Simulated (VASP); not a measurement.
Band structure of Fe3Ge2 (space group P-6m2). Computed with r2SCAN meta-GGA, VASP's PBE PAW potentials (set 64) (plane waves; VASP).

The run has a spin-polarised start.

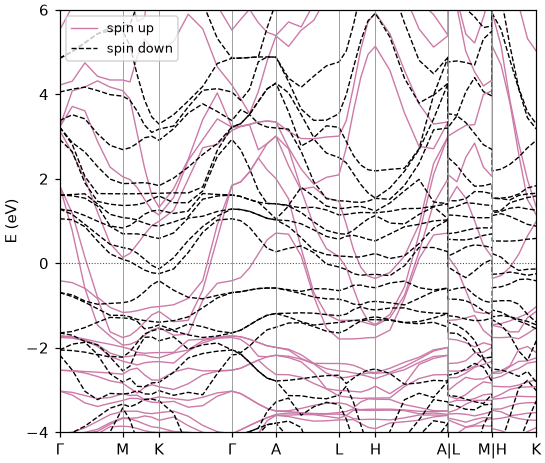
Figure: Bands along high-symmetry lines, zero at the valence-band maximum or, without a gap, the Fermi level

Problem. Read the plot: is there a gap, and where are the band edges?

Solution. It has no gap at this level: it comes out as a metal or semimetal.

The structure comes from a computed database's Fe3Ge2 entry (P-6m2); how it stands against other phases isn't given here. It was relaxed first.
